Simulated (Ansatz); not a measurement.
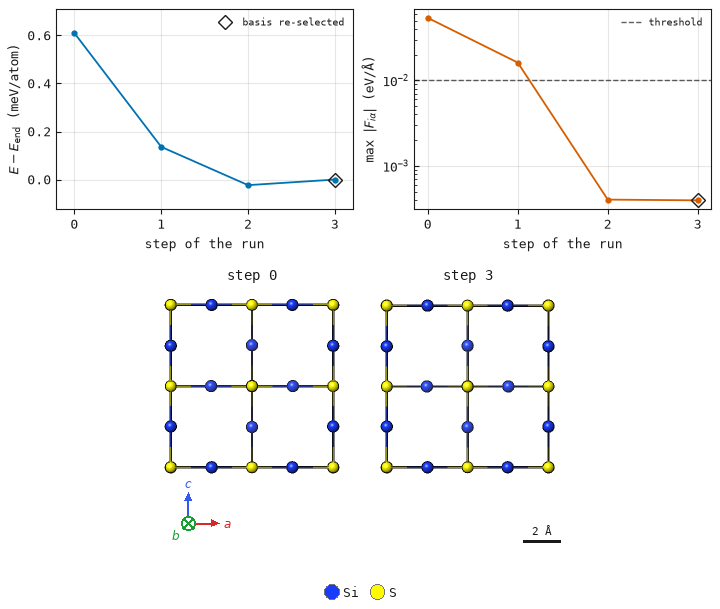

First and last geometry of a relaxation of crystalline Si$_{3}$S$_{2}$ (a generated structure, set up in Im-3m), with the history of the run. The picture is a ball-and-stick view of the conventional cell (2 times the calculation's cell), seen along the b axis. Lengths and directions refer to the drawn axes.

These are results of DFT PBE, scalar-relativistic, plane waves, PAW (Ansatz 0.2.0), not measurements. Set-up: plane-wave cutoff 420 eV; k-point mesh 6 × 6 × 6; occupations gaussian; smearing width 0.1 eV; no spin polarisation; cell and atoms relaxed; force threshold 0.01 eV/Å; at most 80 steps.

Q: What do the curves and the structures tell?

A: It converged. After 2 accepted moves (3 points after the start) the energy has fallen by 0.6 meV per atom. The largest force component goes from 0.054 to 0.0004 eV/Å. Pressure: −0.38 GPa at the start and 0.00 GPa at the end. At 1 point the geometry stayed and the basis and grid were re-selected for the new cell (energy shift of less than 0.05 meV per atom at most each time). The atoms keep their places relative to the cell (all moves are under 0.005 Å). The drawn cell changes as follows: a = b = c 8.953 → 8.912 Å (−0.5 %); the volume changes by −1.4 %. Near-neighbour distances that change, for instance: S–Si 2.223 → 2.211 Å, S–Si 2.254 → 2.245 Å. The space group stays Im-3m (No. 229). Cost: 2.2 min on 1 thread of AMD EPYC (Zen 3) (shared host), peak memory 0.62 GiB.
